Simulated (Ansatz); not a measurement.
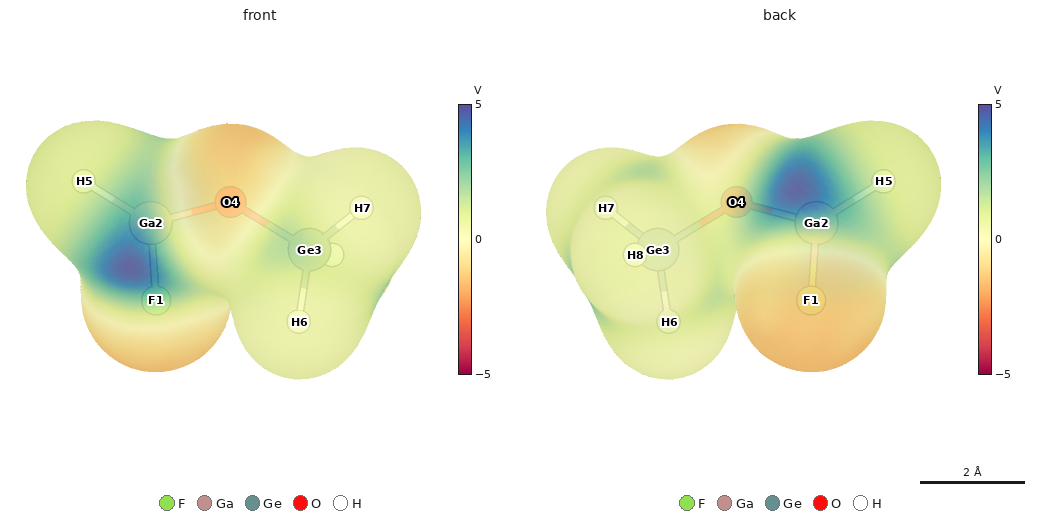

Figure 1: FGaGeH₄O (SMILES [F][GaH][O][GeH3]). The electrostatic potential painted on the density surface at 0.004 e/bohr³, seen from the front and from behind; red is negative and blue positive.

Geometry: r2SCAN-D4/def2-SVP.

Method: isolated molecule in a Gaussian basis; Kohn-Sham density functional theory, functional PBE0 (Ansatz).

```xyz
8

F    -2.3747    0.1141    0.1002
Ga   -1.2404    0.9661   -0.9373
Ge    0.9973   -0.6173    0.6908
O     0.4284    0.5305   -0.5605
H    -1.7054    1.9525   -2.0171
H     0.5467   -0.1248    2.0754
H     2.5266   -0.6122    0.5758
H     0.4270   -2.0141    0.3966
```

Question: Describe the electrostatic potential map.

Answer: The most negative region (about −1.5 V, or −35 kcal/mol for a unit charge) lies over F1, the most positive (about +4.7 V, or +108 kcal/mol for a unit charge) over Ga2.

Question: How polar is the molecule by this calculation?

Answer: Its dipole moment is 1.22 D.
